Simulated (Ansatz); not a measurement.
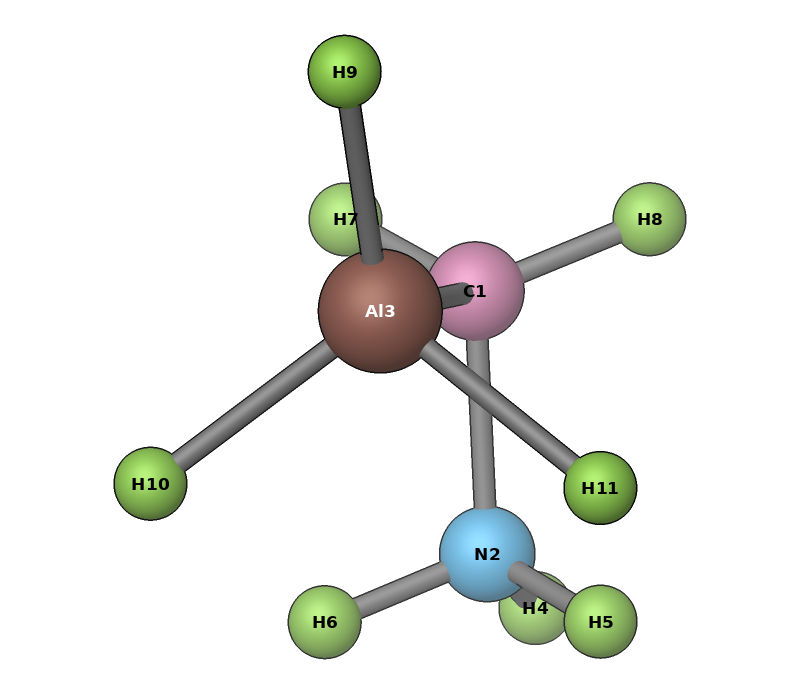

C1 lies behind Al3. The molecule seen a little off the Al3–C1 bond, Al3 in front. Distant atoms are faded towards the background colour. Computed geometry: PBE0-D4/def2-TZVP optimisation. No frequency run is at hand to confirm it as a minimum.

Question: What is the torsion angle H9–Al3–C1–N2? The sign is positive where the front bond must turn clockwise to cover the back bond.

Answer: 179°, antiperiplanar (anti). The bonds about Al3–C1 are staggered.
